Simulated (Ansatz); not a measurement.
# B2(Cl)4 (B2Cl4): an energy map over angle Cl2–B1–B4 and dihedral Cl2–B1–B4–Cl5, part 1 of 2

How does the energy of B2(Cl)4 (B2Cl4) change over two coordinates at once? A grid of runs gives the map.

Computed with Ansatz 0.2.0. Level: RKS PBE0-D4/def2-SVP.

## (1) Where the work starts

6 atoms, charge 0, spin multiplicity 1.

Atoms are counted from 1 here; the program's logs count them from 0.

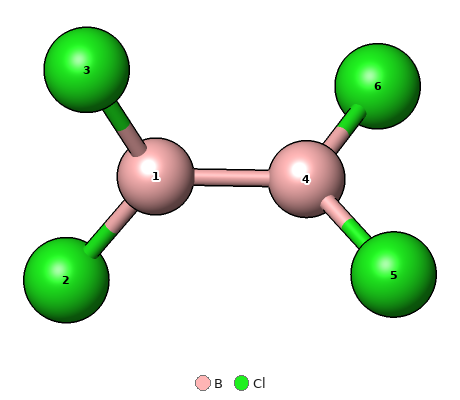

As it starts; boron pink, chlorine green; atoms are numbered from 1 in the order of the file.

Geometry (Å):

```xyz
6
B2Cl4
B     0.07511    0.57414   -0.61894
Cl   -1.35247    1.35319   -1.28830
Cl    1.66053    0.99745   -1.25175
B    -0.07516   -0.57305    0.61995
Cl   -0.16261   -0.06331    2.30085
Cl   -0.14539   -2.28843    0.23820
```

This geometry comes from a loose relaxation at PBE in a small basis, which is not shown.

## (2) The minimum at this level

Input file input.yaml:

```yaml
crystal:
  periodic: [false, false, false]
  atoms:
    - { symbol: B, position_ang: [0.07511, 0.574142, -0.618944] }
    - { symbol: Cl, position_ang: [-1.352466, 1.353188, -1.288301] }
    - { symbol: Cl, position_ang: [1.660527, 0.997449, -1.25175] }
    - { symbol: B, position_ang: [-0.075156, -0.573052, 0.619947] }
    - { symbol: Cl, position_ang: [-0.16261, -0.06331, 2.300846] }
    - { symbol: Cl, position_ang: [-0.145395, -2.288428, 0.238202] }
basis:
  gaussian: { orbitals: def2-SVP }
hamiltonian:
  xc: pbe0
  dispersion: d4
output:
  forces: true
relax:
  f_tol: 0.003
  max_steps: 120
```

Command:

```sh
$ ansatz run input.yaml --threads 1 --pin off --max-ram 2560MiB --backend cpu --events-out ev --progress --plain --runs-dir out
```

The program printed:

```text
Warning: RAYON_NUM_THREADS=1 ignored (pool sized by the plan → 1); use --threads N
The last accepted step is kept in <dir> (removed where the run ends without a failure and the disk answers)
Engine: ansatz 0.2.0, aarch64-unknown-linux-gnu
Functional definition: PBE0
  parameter a = 0.25
  parameter kappa = 0.804
  parameter beta = 0.06672455060314922
  exchange = (1 - a)*pbe_x(kappa = kappa, mu = beta*pi^2/3) + a*exact_x
  correlation = pbe_c(beta = beta)
1015 factors; integrals over basis functions are off by at most 2.6e-4 eV
mean field evaluation 1: about -51412.0618 eV, gradient 1.2e1 eV
mean field evaluation 2: about -51412.1024 eV, gradient 1.2e1 eV
mean field evaluation 4: about -51412.4986 eV, gradient 3.7e-1 eV
mean field evaluation 8: about -51412.5665 eV, gradient 1.5e-2 eV
mean field -51412.56650430 eV, -1889.3769703436 hartree, gradient 8.4e-5 eV, S^2 0.000000; 0 other end points of the search recorded, 0 dependent functions left out
the calculation of the forces begins
reference -51412.56652540 eV, -1889.3769711194 hartree; 39, 39 occupied and 61, 61 virtual orbitals, 1015 factors
relax step   1: F+E_penalty+E_count = -51412.78557358 eV  Δ(F+E_penalty+E_count) = +0.000e0 eV  max|allowed force component| = 3.007e-1 eV/Å  Δτ_max = 0.0000 Å  (24 SCF iters, accepted)
these checks for a lower state are left out or cut short: starts, cluster_reference, orbital_swaps, neighbouring_geometries, increment
1015 factors; integrals over basis functions are off by at most 2.7e-4 eV
mean field evaluation 16: about -51412.5033 eV, gradient 2.3e-3 eV
mean field -51412.57150917 eV, -1889.3771542695 hartree, gradient 9.8e-6 eV, S^2 0.000000; 0 other end points of the search recorded, 0 dependent functions left out
the calculation of the forces begins
reference -51412.57153022 eV, -1889.3771550431 hartree; 39, 39 occupied and 61, 61 virtual orbitals, 1015 factors
relax step   2: F+E_penalty+E_count = -51412.79123549 eV  Δ(F+E_penalty+E_count) = -5.662e-3 eV  max|allowed force component| = 1.450e-1 eV/Å  Δτ_max = 0.0136 Å  (29 SCF iters, accepted)
these checks for a lower state are left out or cut short: starts, cluster_reference, orbital_swaps, neighbouring_geometries, increment
1015 factors; integrals over basis functions are off by at most 2.7e-4 eV
mean field -51412.57204999 eV, -1889.3771741443 hartree, gradient 9.0e-6 eV, S^2 0.000000; 0 other end points of the search recorded, 0 dependent functions left out
the calculation of the forces begins
reference -51412.57207098 eV, -1889.3771749156 hartree; 39, 39 occupied and 61, 61 virtual orbitals, 1015 factors
relax step   3: F+E_penalty+E_count = -51412.79264494 eV  Δ(F+E_penalty+E_count) = -1.409e-3 eV  max|allowed force component| = 5.357e-2 eV/Å  Δτ_max = 0.0252 Å  (29 SCF iters, accepted)
these checks for a lower state are left out or cut short: starts, cluster_reference, orbital_swaps, neighbouring_geometries, increment
1015 factors; integrals over basis functions are off by at most 2.7e-4 eV
mean field evaluation 32: about -51412.5729 eV, gradient 1.8e-4 eV
mean field -51412.57292558 eV, -1889.3772063213 hartree, gradient 9.7e-6 eV, S^2 0.000000; 0 other end points of the search recorded, 0 dependent functions left out
the calculation of the forces begins
reference -51412.57294655 eV, -1889.3772070921 hartree; 39, 39 occupied and 61, 61 virtual orbitals, 1015 factors
relax step   4: F+E_penalty+E_count = -51412.79318047 eV  Δ(F+E_penalty+E_count) = -5.355e-4 eV  max|allowed force component| = 9.982e-3 eV/Å  Δτ_max = 0.0128 Å  (29 SCF iters, accepted)
these checks for a lower state are left out or cut short: starts, cluster_reference, orbital_swaps, neighbouring_geometries, increment
1015 factors; integrals over basis functions are off by at most 2.7e-4 eV
mean field -51412.57290388 eV, -1889.3772055239 hartree, gradient 9.5e-6 eV, S^2 0.000000; 0 other end points of the search recorded, 0 dependent functions left out
the calculation of the forces begins
reference -51412.57292484 eV, -1889.3772062944 hartree; 39, 39 occupied and 61, 61 virtual orbitals, 1015 factors
relax step   5: F+E_penalty+E_count = -51412.79323083 eV  Δ(F+E_penalty+E_count) = -5.036e-5 eV  max|allowed force component| = 7.782e-4 eV/Å  Δτ_max = 0.0080 Å  (24 SCF iters, accepted)
these checks for a lower state are left out or cut short: starts, cluster_reference, orbital_swaps, neighbouring_geometries, increment
1015 factors; integrals over basis functions are off by at most 2.7e-4 eV
mean field -51412.57289586 eV, -1889.3772052293 hartree, gradient 9.7e-6 eV, S^2 0.000000; 0 other end points of the search recorded, 0 dependent functions left out
the calculation of the forces begins
reference -51412.57291682 eV, -1889.3772059997 hartree; 39, 39 occupied and 61, 61 virtual orbitals, 1015 factors
relax step   6: F+E_penalty+E_count = -51412.79324574 eV  Δ(F+E_penalty+E_count) = -1.491e-5 eV  max|allowed force component| = 6.434e-3 eV/Å  Δτ_max = 0.0100 Å  (29 SCF iters, accepted)
these checks for a lower state are left out or cut short: starts, cluster_reference, orbital_swaps, neighbouring_geometries, increment
1015 factors; integrals over basis functions are off by at most 2.7e-4 eV
mean field -51412.57286928 eV, -1889.3772042525 hartree, gradient 1.0e-5 eV, S^2 0.000000; 0 other end points of the search recorded, 0 dependent functions left out
the calculation of the forces begins
reference -51412.57289024 eV, -1889.3772050229 hartree; 39, 39 occupied and 61, 61 virtual orbitals, 1015 factors
relax step   7: F+E_penalty+E_count = -51412.79321462 eV  Δ(F+E_penalty+E_count) = +3.112e-5 eV  max|allowed force component| = 1.324e-2 eV/Å  Δτ_max = 0.0140 Å  (29 SCF iters, rejected (line search))
these checks for a lower state are left out or cut short: starts, cluster_reference, orbital_swaps, neighbouring_geometries, increment
1015 factors; integrals over basis functions are off by at most 2.7e-4 eV
mean field -51412.57291724 eV, -1889.3772060150 hartree, gradient 9.0e-6 eV, S^2 0.000000; 0 other end points of the search recorded, 0 dependent functions left out
the calculation of the forces begins
reference -51412.57293820 eV, -1889.3772067854 hartree; 39, 39 occupied and 61, 61 virtual orbitals, 1015 factors
relax step   8: F+E_penalty+E_count = -51412.79325242 eV  Δ(F+E_penalty+E_count) = -6.681e-6 eV  max|allowed force component| = 5.918e-4 eV/Å  Δτ_max = 0.0047 Å  (25 SCF iters, accepted)
1015 factors; integrals over basis functions are off by at most 2.7e-4 eV
mean field evaluation 64: about -51412.0184 eV, gradient 1.3e1 eV
mean field -51412.57291724 eV, -1889.3772060150 hartree, gradient 9.0e-6 eV, S^2 0.000000; 1 other end points of the search recorded, 0 dependent functions left out
the calculation of the forces begins
reference -51412.57293820 eV, -1889.3772067854 hartree; 39, 39 occupied and 61, 61 virtual orbitals, 1015 factors
Total energy: -51412.79327338 eV, -1889.3853039539 hartree
Atom 0 at     0.075064     0.573355    -0.618891 Å, force    -0.000039    -0.000569    -0.000213 eV/Å
Atom 1 at    -1.347650     1.301669    -1.324532 Å, force    -0.000018     0.000485    -0.000342 eV/Å
Atom 2 at     1.654363     1.039459    -1.202903 Å, force     0.000092     0.000532    -0.000339 eV/Å
Atom 3 at    -0.075153    -0.573317     0.618920 Å, force     0.000254     0.000266    -0.000055 eV/Å
Atom 4 at    -0.099392    -0.068300     2.291302 Å, force    -0.000132    -0.000392     0.000592 eV/Å
Atom 5 at    -0.207221    -2.272878     0.236104 Å, force    -0.000157    -0.000322     0.000357 eV/Å
Dipole moment:    -0.000028     0.000010     0.000007 e Å
```

Run time: 44 s. Hardware: 1 thread of Arm Neoverse V2, shared host; peak memory 0.23 GiB.

The steps of the relaxation:

| step | energy from step 1 (eV) | largest force component (eV/Å) |
| --- | --- | --- |
| 1 | 0.0000 | 0.3007 |
| 2 | -0.0057 | 0.1450 |
| 3 | -0.0071 | 0.0536 |
| 4 | -0.0076 | 0.0100 |
| 5 | -0.0077 | 0.0008 |
| 6 | -0.0077 | 0.0064 |
| 7 | -0.0076 | 0.0132 |
| 8 | -0.0077 | 0.0006 |

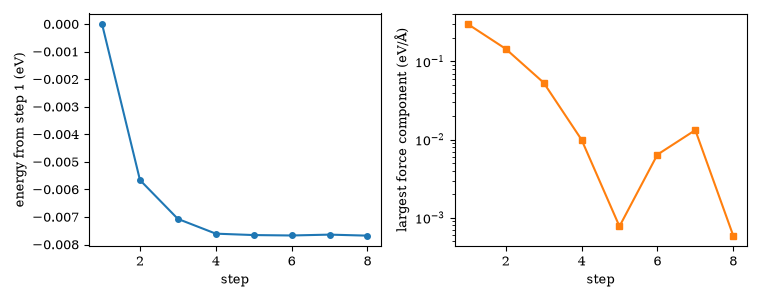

Energy and largest force along the relaxation.

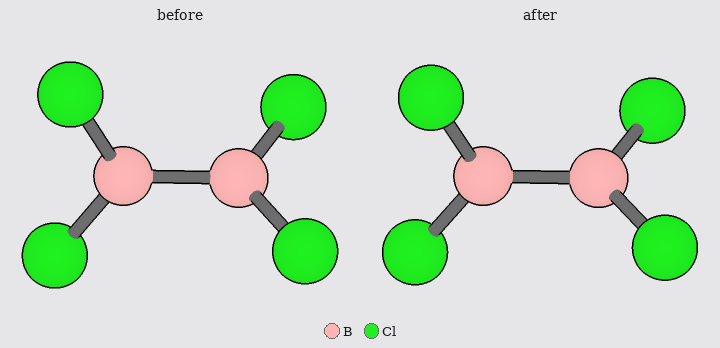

Before and after, at one scale.

Distances of close pairs at the start and the end, largest changes first:

| bond | before (Å) | after (Å) | change (Å) |
| --- | --- | --- | --- |
| B4–Cl6 | 1.759 | 1.747 | -0.012 |
| B1–Cl3 | 1.759 | 1.747 | -0.012 |
| B1–Cl2 | 1.759 | 1.747 | -0.012 |
| B4–Cl5 | 1.759 | 1.747 | -0.012 |
| B1–B4 | 1.695 | 1.694 | -0.001 |

## (3) Plan of the scan

First coordinate, angle Cl2–B1–B4: 15 values from 75.3 to 165.3 °. Second coordinate, dihedral Cl2–B1–B4–Cl5: 15 values from −180 to 156 °, periodic.

Nothing else is relaxed (all other coordinates rigid). Energies count from the relaxed molecule at the same level. Points are written as (first, second).

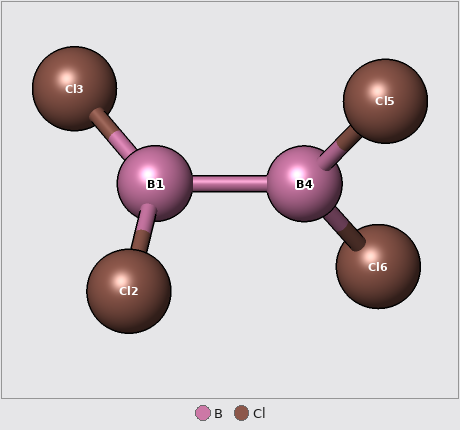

The geometry at (101.1°, −84°).

Below, 3 of the grid's runs; all are launched alike.

## (4) Grid point (101.1°, −84°)

Input file input.yaml:

```yaml
crystal:
  periodic: [false, false, false]
  atoms:
    - { symbol: B, position_ang: [0.075064, 0.573355, -0.618891] }
    - { symbol: Cl, position_ang: [-1.601681, 0.949955, -0.933829] }
    - { symbol: Cl, position_ang: [1.654363, 1.039459, -1.202903] }
    - { symbol: B, position_ang: [-0.075153, -0.573317, 0.61892] }
    - { symbol: Cl, position_ang: [-0.256062, -0.060693, 2.279336] }
    - { symbol: Cl, position_ang: [-0.050558, -2.280471, 0.248083] }
basis:
  gaussian: { orbitals: def2-SVP }
hamiltonian:
  xc: pbe0
  dispersion: d4
output:
  forces: true
```

Command:

```sh
$ ansatz run input.yaml --threads 1 --pin off --max-ram 2560MiB --backend cpu --events-out ev --progress --plain --runs-dir out
```

The program printed (excerpt; [...] marks lines left out):

```text
Warning: RAYON_NUM_THREADS=1 ignored (pool sized by the plan → 1); use --threads N
[...]
Functional definition: PBE0
[...]
926 factors; integrals over basis functions are off by at most 1.3e-3 eV
[...]
mean field -51412.17203394 eV, -1889.3624738253 hartree, gradient 4.3e-5 eV, S^2 0.000000; 0 other end points of the search recorded, 0 dependent functions left out
[...]
reference -51412.17205519 eV, -1889.3624746063 hartree; 39, 39 occupied and 61, 61 virtual orbitals, 926 factors
Total energy: -51412.39913585 eV, -1889.3708196668 hartree
Atom 0 at     0.075064     0.573355    -0.618891 Å, force     0.193125    -1.265997     1.392944 eV/Å
Atom 1 at    -1.601681     0.949955    -0.933829 Å, force    -0.007165     0.911794    -1.015224 eV/Å
Atom 2 at     1.654363     1.039459    -1.202903 Å, force    -0.707116     0.447740    -0.448033 eV/Å
Atom 3 at    -0.075153    -0.573317     0.618920 Å, force     0.696998     0.059971    -0.071888 eV/Å
Atom 4 at    -0.256062    -0.060693     2.279336 Å, force    -0.082450     0.006148     0.143950 eV/Å
Atom 5 at    -0.050558    -2.280471     0.248083 Å, force    -0.093391    -0.159655    -0.001749 eV/Å
Dipole moment:     0.014424     0.103347    -0.112119 e Å
```

Run time: 4.4 s. Hardware: 1 thread of Arm Neoverse V2, shared host; peak memory 0.21 GiB.

Energy on the map's scale: 38 kJ/mol.

## (5) Point (120.3°, 84°)

Input file input.yaml:

```yaml
crystal:
  periodic: [false, false, false]
  atoms:
    - { symbol: B, position_ang: [0.075064, 0.573355, -0.618891] }
    - { symbol: Cl, position_ang: [-1.348306, 1.301057, -1.323841] }
    - { symbol: Cl, position_ang: [1.654363, 1.039459, -1.202903] }
    - { symbol: B, position_ang: [-0.075153, -0.573317, 0.61892] }
    - { symbol: Cl, position_ang: [-0.364532, -2.253059, 0.235227] }
    - { symbol: Cl, position_ang: [0.057542, -0.088161, 2.292095] }
basis:
  gaussian: { orbitals: def2-SVP }
hamiltonian:
  xc: pbe0
  dispersion: d4
output:
  forces: true
```

Command:

```sh
$ ansatz run input.yaml --threads 1 --pin off --max-ram 2560MiB --backend cpu --events-out ev --progress --plain --runs-dir out
```

The program printed (excerpt; [...] marks lines left out):

```text
Warning: RAYON_NUM_THREADS=1 ignored (pool sized by the plan → 1); use --threads N
[...]
Functional definition: PBE0
[...]
928 factors; integrals over basis functions are off by at most 1.2e-3 eV
[...]
mean field -51412.57214140 eV, -1889.3771775036 hartree, gradient 6.1e-6 eV, S^2 0.000000; 0 other end points of the search recorded, 0 dependent functions left out
[...]
reference -51412.57216250 eV, -1889.3771782789 hartree; 39, 39 occupied and 61, 61 virtual orbitals, 928 factors
Total energy: -51412.79254951 eV, -1889.3852773522 hartree
Atom 0 at     0.075064     0.573355    -0.618891 Å, force     0.000144     0.000837    -0.001444 eV/Å
Atom 1 at    -1.348306     1.301057    -1.323841 Å, force     0.002870     0.004788     0.001224 eV/Å
Atom 2 at     1.654363     1.039459    -1.202903 Å, force    -0.003010    -0.001648    -0.004217 eV/Å
Atom 3 at    -0.075153    -0.573317     0.618920 Å, force     0.000097    -0.003183     0.003649 eV/Å
Atom 4 at    -0.364532    -2.253059     0.235227 Å, force     0.004301    -0.000609     0.000755 eV/Å
Atom 5 at     0.057542    -0.088161     2.292095 Å, force    -0.004401    -0.000186     0.000032 eV/Å
Dipole moment:     0.000074     0.000176    -0.000168 e Å
```

It took 4.7 s on 1 thread of Arm Neoverse V2, shared host; peak memory 0.21 GiB.

On the map this point reads 0.07 kJ/mol.

## (6) Point (139.6°, 156°)

Input file input.yaml:

```yaml
crystal:
  periodic: [false, false, false]
  atoms:
    - { symbol: B, position_ang: [0.075064, 0.573355, -0.618891] }
    - { symbol: Cl, position_ang: [-0.9341, 1.572342, -1.636781] }
    - { symbol: Cl, position_ang: [1.654363, 1.039459, -1.202903] }
    - { symbol: B, position_ang: [-0.075153, -0.573317, 0.61892] }
    - { symbol: Cl, position_ang: [1.195699, -1.738537, 0.901212] }
    - { symbol: Cl, position_ang: [-1.502526, -0.602809, 1.626013] }
basis:
  gaussian: { orbitals: def2-SVP }
hamiltonian:
  xc: pbe0
  dispersion: d4
output:
  forces: true
```

Command:

```sh
$ ansatz run input.yaml --threads 1 --pin off --max-ram 2560MiB --backend cpu --events-out ev --progress --plain --runs-dir out
```

The program printed (excerpt; [...] marks lines left out):

```text
Warning: RAYON_NUM_THREADS=1 ignored (pool sized by the plan → 1); use --threads N
[...]
Functional definition: PBE0
[...]
930 factors; integrals over basis functions are off by at most 1.3e-3 eV
[...]
mean field -51411.98539278 eV, -1889.3556148894 hartree, gradient 3.9e-5 eV, S^2 0.000000; 0 other end points of the search recorded, 0 dependent functions left out
[...]
reference -51411.98541357 eV, -1889.3556156535 hartree; 39, 39 occupied and 61, 61 virtual orbitals, 930 factors
Total energy: -51412.20379517 eV, -1889.3636410291 hartree
Atom 0 at     0.075064     0.573355    -0.618891 Å, force     0.900696     1.132315    -1.371849 eV/Å
Atom 1 at    -0.934100     1.572342    -1.636781 Å, force    -2.161225    -0.314191     0.455225 eV/Å
Atom 2 at     1.654363     1.039459    -1.202903 Å, force     1.775479    -0.707037     0.721314 eV/Å
Atom 3 at    -0.075153    -0.573317     0.618920 Å, force    -0.454365    -0.275782     0.260302 eV/Å
Atom 4 at     1.195699    -1.738537     0.901212 Å, force    -0.145171     0.164408    -0.064271 eV/Å
Atom 5 at    -1.502526    -0.602809     1.626013 Å, force     0.084587     0.000287    -0.000720 eV/Å
Dipole moment:    -0.045131    -0.077266     0.081173 e Å
```

It took 4.6 s on 1 thread of Arm Neoverse V2, shared host; peak memory 0.21 GiB.

Energy on the map's scale: 57 kJ/mol.

(Continued in part 2 of 2.)
